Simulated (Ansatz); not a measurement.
# Straining SiO2 (I-42d): density functionals against G0W0, part 4 of 4

Aim: how the gap of SiO2 (I-42d) follows strain, by a semilocal functional, a hybrid and G0W0.

Ansatz 0.2.0; a semilocal functional, HSE06 and G0W0, plane waves, PAW. Known limits of the many-body steps: not at the basis limit.

So far. Step 20 (Biaxial in xy -4.0 %: G0W0): The gap on the mesh goes from 6.11 eV to 9.30 eV, a correction of +3.19 eV. Between the two edge states, bare exchange in place of the xc potential would open the gap by 10.79 eV, and correlation takes back 7.60 eV. Step 21 (Biaxial in xy -4.0 %: HSE06): The gap stands +2.09 eV against LDA.

### 22. Uniaxial along x +1.0 %: relaxing the ions

This step: DFT, LDA, plane waves, PAW; PAW set soft_1.

The cell differs from the one that the last finished run ended in (a 4.940 → 5.040 Å, b 4.940 → 5.040 Å, c 4.940 → 5.040 Å, α 125.1 → 123.2°, β 125.1 → 123.8°, γ 81.4 → 84.1°).

input.yaml

```yaml
crystal:
  lattice:
    - [-2.3977905, 2.37405, 3.744]
    - [2.3977905, -2.37405, 3.744]
    - [2.3977905, 2.37405, -3.744]
  atoms:
    - { symbol: Si, position: [0.0, 0.0, 0.0] }
    - { symbol: Si, position: [0.75, 0.25, 0.5] }
    - { symbol: O, position: [0.99183108, 0.625, 0.86683108] }
    - { symbol: O, position: [0.375, 0.24183108, 0.36683108] }
    - { symbol: O, position: [0.75816892, 0.125, 0.13316892] }
    - { symbol: O, position: [0.875, 0.00816892, 0.63316892] }
kpoints:
  mp_grid: { grid: [6, 6, 6] }
hamiltonian:
  xc: lda
  pseudopotentials: { kind: paw, azcp: { folder: soft_1 }, xc_functional: pbe }
scf:
  occupations: { method: fermi_dirac, width: 0.02 }
relax:
  f_tol: 0.01
output:
  write_density: true
  write_potential: true
  elf: true
  volumetric_format: npy
```

On the command line:

```sh
ansatz run input.yaml --threads 3 --pin off --max-ram 92160MiB --backend cuda --events-out ev --progress --plain --runs-dir out --devices 1 --max-vram 13GiB
```

Numbers of over 12 decimals in the logs are rounded to 6 here.

The log of the run:

```text
GPUs: using 1 of 1 available (devices: 1).
[...]
GPU FFT provider: cuFFT
GPU libraries: cuBLAS 13.8.2, cuFFT 12.4.0, cuSOLVER 12.3.4
Crystal: 6 atoms, lattice volume = 85.250 Å³
Basis set: ecut = 420 eV, 1647 PW (Γ)
Bands: 22, of which v1, the nominal top of the filled ones, is band 16 counted from 1 (15 counted from 0)
Symmetry: 4 space group operations
[...]
k-points: 46 of 216 (time reversal used)
[...]
--- Relaxed structure (4 steps of the walk, 4 accepted, 0 SCFs on fresh bases) ---
  F+E_penalty+E_count = -3445.36927038 eV   max|allowed force component| = 3.425e-3 eV/Å
  atoms:
    - { symbol: Si, position: [-0.000616785, -0.000616785, 0] }
    - { symbol: Si, position: [0.750617, 0.250617, 0.500000] }
    - { symbol: O, position: [0.988477, 0.625, 0.863477] }
    - { symbol: O, position: [0.375000, 0.238663, 0.363663] }
    - { symbol: O, position: [0.761523, 0.125, 0.136523] }
    - { symbol: O, position: [0.875, 0.011337, 0.636337] }
[key lines of the parts left out:]
SCF converged after 4 iterations
Free energy (F): -3445.369270 eV
Fermi energy:    3.707710 eV
```

It took 11 s on 1 × NVIDIA H100 80GB HBM3 (shared by 6 runs) with 3 threads of AMD EPYC 7R13 (Zen 3), shared host; peak memory 0.9 GiB; 12 s of CPU time.

The steps of the relaxation:

| step | energy less that of the first step (eV) | largest force component (eV/Å) |
| --- | --- | --- |
| 1 | 0.0000 | 0.2605 |
| 2 | -0.0022 | 0.1601 |
| 3 | -0.0053 | 0.0145 |
| 4 | -0.0053 | 0.0034 |

Forces are held to the 4 operations that the run works with; a distortion that breaks them can't arise in this run.

The atoms that moved most (Å):

| atom | dx | dy | dz | length |
| --- | --- | --- | --- | --- |
| O3 | 0.000 | -0.016 | 0.000 | 0.016 |
| O5 | 0.000 | 0.016 | 0.000 | 0.016 |
| O4 | -0.015 | 0.000 | 0.000 | 0.015 |
| O6 | 0.015 | 0.000 | 0.000 | 0.015 |

Final coordinates:

```xyz
6
Lattice="-2.3978 2.3740 3.7440 2.3978 -2.3740 3.7440 2.3978 2.3740 -3.7440" Properties=species:S:1:pos:R:3 pbc="T T T"
Si    0.0000    0.0000   -0.0046
Si    0.0000    2.3740    1.8766
O     1.1989    2.9128    2.8080
O     0.5451    1.1870    0.9360
O    -1.1989    1.8353    2.8080
O    -0.5451    3.5611    0.9360
```

### 23. Uniaxial along x +1.0 %: LDA

input.yaml

```yaml
crystal:
  lattice:
    - [-2.3977905, 2.37405, 3.744]
    - [2.3977905, -2.37405, 3.744]
    - [2.3977905, 2.37405, -3.744]
  atoms:
    - { symbol: Si, position: [-0.0006167853, -0.0006167853, 0.0] }
    - { symbol: Si, position: [0.7506167853, 0.2506167853, 0.5] }
    - { symbol: O, position: [0.9884765799, 0.625, 0.8634765799] }
    - { symbol: O, position: [0.375, 0.238663142, 0.363663142] }
    - { symbol: O, position: [0.7615234201, 0.125, 0.1365234201] }
    - { symbol: O, position: [0.875, 0.011336858, 0.636336858] }
kpoints:
  mp_grid: { grid: [8, 8, 8] }
  band_path:
    path:
      - [0.0, 0.0, 0.0]
      - [0.0, 0.0, 0.5]
      - [0.25, 0.25, 0.25]
      - [0.0, 0.5, 0.0]
      - [0.5, 0.5, -0.5]
      - [0.35051897, 0.64948103, -0.35051897]
      - [-0.35051897, 0.35051897, 0.35051897]
      - [-0.20103795, 0.20103795, 0.5]
    npoints: 1
hamiltonian:
  xc: lda
  pseudopotentials: { kind: paw, azcp: { folder: soft_1 }, xc_functional: pbe }
scf:
  occupations: { method: fermi_dirac, width: 0.02 }
  n_extra_bands: 6
output:
  eigenvalues: true
  forces: true
  stress: true
```

The log of the run:

```text
[...]
GPUs: using 1 of 1 available (devices: 1).
[...]
GPU FFT provider: cuFFT
GPU libraries: cuBLAS 13.8.2, cuFFT 12.4.0, cuSOLVER 12.3.4
Crystal: 6 atoms, lattice volume = 85.250 Å³
Basis set: ecut = 420 eV, 1647 PW (Γ)
Bands: 22, of which v1, the nominal top of the filled ones, is band 16 counted from 1 (15 counted from 0)
Symmetry: 4 space group operations
[...]
k-point 0: bands = [... 12 lower, -0.6893, -0.1536, 0.7747, 0.7802, 6.6087, 9.3241, 11.6448, 11.7644, ... 2 higher]
  k-point 1: bands = [... 12 lower, -0.7014, -0.0855, 0.7359, 0.7473, 6.9697, 9.5715, 11.1171, 11.5649, ... 2 higher]
  k-point 2: bands = [... 12 lower, -0.6389, 0.0237, 0.6418, 0.6605, 7.8868, 10.1906, 10.6548, 11.1360, ... 2 higher]
  k-point 94: bands = [... 12 lower, -0.7526, -0.7483, 0.5905, 0.6336, 9.5091, 9.5879, 10.5024, 10.5400, ... 2 higher]
[key lines of the parts left out:]
SCF converged after 8 iterations
Free energy (F): -3445.369209 eV
Fermi energy:    3.716147 eV
P = ⅓ Tr σ = -0.0056 GPa (-0.056 kbar)
```

Run time: 9.1 s. Hardware: 1 × NVIDIA H100 80GB HBM3 (shared by 6 runs) with 3 threads; peak memory 0.87 GiB; 16 s of CPU time.

This step gave:

```yaml
pressure: -0.005619 GPa
gap: 5.829 eV
valence_top_at: Γ
conduction_bottom_at: Γ
least_direct_gap: 5.829 eV
```

The gap is direct, at Γ.

### 24. Uniaxial along x +1.0 %: G0W0

This step: G0W0 on LDA, plane waves, PAW; PAW set soft_1.

input.yaml, the sections that differ from step 23:

```yaml
kpoints:
  mp_grid: { grid: [4, 4, 4] }
scf:
  occupations: { method: fixed }
gw:
  n_empty_bands: 317
  ecut_chi: 140
  qp_bands: [v2, c2]
  qp_kpoints: band_edges
  screening: { model: contour_deformation }
# crystal, hamiltonian: as in step 23
# output: removed
```

The log of the run:

```text
GPUs: using 1 of 1 available (devices: 1).
[...]
GPU FFT provider: cuFFT
GPU libraries: cuBLAS 13.8.2, cuFFT 12.4.0, cuSOLVER 12.3.4
Crystal: 6 atoms, lattice volume = 85.250 Å³
Basis set: ecut = 420 eV, 1647 PW (Γ)
Bands: 22, of which v1, the nominal top of the filled ones, is band 16 counted from 1 (15 counted from 0)
Symmetry: 4 space group operations
[...]
k-points: 18 of 64 (time reversal used)
[...]
1    18     10.1906    -5.9503    -4.0093   -11.8880  0.8589    12.1437    12.1191  root
[...]
17    15      0.5905   -26.4764     4.0864   -20.6564  0.8035    -1.1691    -1.1431  root
    17    16      0.6337   -26.5018     4.0868   -20.6829  0.8038    -1.1243    -1.0984  root
    17    17      9.5091    -7.0466    -3.4620   -12.2464  0.8585    11.2661    11.2469  root
    17    18      9.5879    -6.9007    -3.4351   -12.0555  0.8595    11.3263    11.3076  root
[key lines of the parts left out:]
SCF converged after 8 iterations
Free energy (F): -3445.369262 eV
Fermi energy:    0.780240 eV
```

Elapsed: 26 s, on 1 × NVIDIA H100 80GB HBM3 (shared by 6 runs) with 3 threads; peak memory 1.5 GiB; 45 s of CPU time.

This step gave:

```
bands summed                                 : 333
RPA ε∞ on this mesh (eigenvalues)            : 2.199, 2.209, 2.260
plane waves in the screening matrix          : 323
G0W0 gap on the mesh                         : 9.034 eV
k of the valence top                         : 0, 0, 0
k of the conduction bottom                   : 0, 0, 0
starting gap on the mesh                     : 5.829 eV
least direct G0W0 gap on the computed points : 9.034 eV
```

The gap on the mesh goes from 5.83 eV to 9.03 eV, a correction of +3.21 eV. Between the two edge states, bare exchange in place of the xc potential would open the gap by 10.53 eV, and correlation takes back 7.33 eV.

### 25. Uniaxial along x +1.0 %: HSE06

This step: DFT, HSE06, plane waves, PAW; PAW set soft_1.

input.yaml: that of step 24 with these lines changed.

```diff
@@ -14,12 +14,24 @@
   mp_grid: { grid: [4, 4, 4] }
+  band_path:
+    path:
+      - [0.0, 0.0, 0.0]
+      - [0.0, 0.0, 0.5]
+      - [0.25, 0.25, 0.25]
+      - [0.0, 0.5, 0.0]
+      - [0.5, 0.5, -0.5]
+      - [0.35051897, 0.64948103, -0.35051897]
+      - [-0.35051897, 0.35051897, 0.35051897]
+      - [-0.20103795, 0.20103795, 0.5]
+    npoints: 1
 hamiltonian:
-  xc: lda
-  pseudopotentials: { kind: paw, azcp: { folder: soft_1 }, xc_functional: pbe }
+  xc: hse06
+  pseudopotentials: { kind: paw, azcp: { folder: soft_1 } }
 scf:
   occupations: { method: fixed }
-gw:
-  n_empty_bands: 317
-  ecut_chi: 140
-  qp_bands: [v2, c2]
-  qp_kpoints: band_edges
-  screening: { model: contour_deformation }
+  n_extra_bands: 6
+output:
+  eigenvalues: true
+  write_density: true
+  write_potential: true
+  elf: true
+  volumetric_format: npy
```

The log of the run:

```text
[...]
GPUs: using 1 of 1 available (devices: 1).
[...]
GPU FFT provider: cuFFT
GPU libraries: cuBLAS 13.8.2, cuFFT 12.4.0, cuSOLVER 12.3.4
Crystal: 6 atoms, lattice volume = 85.250 Å³
Basis set: ecut = 420 eV, 1647 PW (Γ)
Bands: 22, of which v1, the nominal top of the filled ones, is band 16 counted from 1 (15 counted from 0)
Symmetry: 4 space group operations
[...]
k-points: 18 of 64 (time reversal used)
[...]
Fermi energy:    -0.228832 eV
[...]
--- Band table (eV; the first three rows and the last of 18) ---
  k-point 0: bands = [... 12 lower, -1.7107, -1.2285, -0.2359, -0.2288, 7.6404, 10.5214, 13.0325, 13.1531, ... 2 higher]
  k-point 1: bands = [... 12 lower, -1.6842, -1.0172, -0.3735, -0.3558, 8.9609, 11.4397, 11.9647, 12.4175, ... 2 higher]
  k-point 2: bands = [... 12 lower, -1.1556, -1.1203, -0.5397, -0.5300, 11.1241, 11.1395, 12.1322, 12.1443, ... 2 higher]
  k-point 17: bands = [... 12 lower, -1.8557, -1.8488, -0.4259, -0.3816, 10.6635, 10.7390, 11.7552, 11.7931, ... 2 higher]
[key lines of the parts left out:]
Free energy (F): -3548.849755 eV
```

Wall time 20 s (1 × NVIDIA H100 80GB HBM3 (shared by 6 runs) with 3 threads); peak memory 1.2 GiB; 27 s of CPU time.

Numbers from this step:

| Quantity | Value |
| --- | --- |
| gap | 7.869 eV |
| valence top at | Γ |
| conduction bottom at | Γ |
| least direct gap | 7.869 eV |

The gap stands +2.04 eV against LDA.

### 26. Gaps under strain

Gaps in eV; G0W0 is the start's gap plus the shift on one mesh and one count of bands for all cells.

| strain | LDA | G0W0@LDA | HSE06 | change, LDA | change, G0W0@LDA | change, HSE06 |
| --- | --- | --- | --- | --- | --- | --- |
| unstrained | 5.87 | 9.07 | 7.91 | - | - | - |
| hydrostatic -2.0 % | 6.12 | 9.34 | 8.20 | +0.256 | +0.268 | +0.289 |
| hydrostatic +0.5 % | 5.80 | 9.01 | 7.84 | −0.063 | −0.067 | −0.072 |
| uniaxial along z +3.0 % | 5.67 | 8.87 | 7.70 | −0.196 | −0.206 | −0.214 |
| biaxial in xy -4.0 % | 6.11 | 9.30 | 8.20 | +0.245 | +0.231 | +0.289 |
| uniaxial along x +1.0 % | 5.83 | 9.03 | 7.87 | −0.037 | −0.038 | −0.044 |

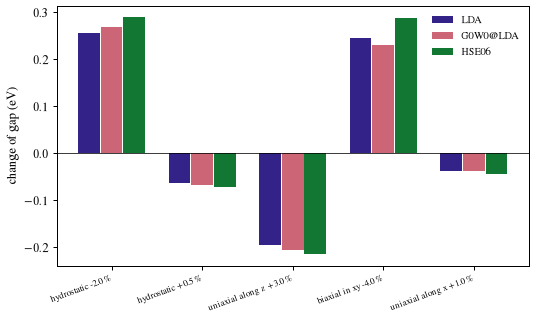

Change of the gap for each strain and level.

### 27. Outcome

| Item | Value |
| --- | --- |
| unstrained | LDA 5.87, G0W0@LDA 9.07, HSE06 7.91 eV |
| hydrostatic -2.0 % | LDA 6.12, G0W0@LDA 9.34, HSE06 8.20 eV |
| hydrostatic +0.5 % | LDA 5.80, G0W0@LDA 9.01, HSE06 7.84 eV |
| uniaxial along z +3.0 % | LDA 5.67, G0W0@LDA 8.87, HSE06 7.70 eV |
| biaxial in xy -4.0 % | LDA 6.11, G0W0@LDA 9.30, HSE06 8.20 eV |
| uniaxial along x +1.0 % | LDA 5.83, G0W0@LDA 9.03, HSE06 7.87 eV |

**Reading.** Hydrostatic -2.0 %: the G0W0@LDA gap changes by +0.27 eV. Hydrostatic +0.5 %: the G0W0@LDA gap changes by −0.07 eV. Uniaxial along z +3.0 %: the G0W0@LDA gap changes by −0.21 eV. Biaxial in xy -4.0 %: the G0W0@LDA gap changes by +0.23 eV. The slope for hydrostatic strain is −0.134 eV for each per cent, between hydrostatic -2.0 % and hydrostatic +0.5 %. The slope for uniaxial z strain is −0.069 eV for each per cent, between unstrained and uniaxial along z +3.0 %. The slope for biaxial xy strain is −0.058 eV for each per cent, between biaxial in xy -4.0 % and unstrained. LDA misses the unstrained G0W0@LDA gap by −3.21 eV but its changes by 0.014 eV at most. HSE06 misses the unstrained G0W0@LDA gap by −1.16 eV but its changes by 0.058 eV at most. Levels are read on the mesh, at the zone's corners and at the band edges found on the unstrained path, so a valley that moves off them is missed. The count of screening plane waves jumps between cells, which leaves noise of a few hundredths of an eV in G0W0.

[Paths, hosts, dates, memory and timing lines, banners, echoed tables and standing remarks are left out of the program output.]

[Logs are printed without paths, hosts, clocks, repeated set-up lines and the standing remarks that a program may print on its own settings, such as how far it seeks lower states.]

[Runs of the session that timed out or met a known fault of the program may be left out.]

[Cells called generated may have been cut or substituted from an entry of the Crystallography Open Database or the Materials Project.]

[Hosts, paths, dates, database ids (printed as entryN), source tags and the programs' standing remarks are cut or masked in the printed files.]
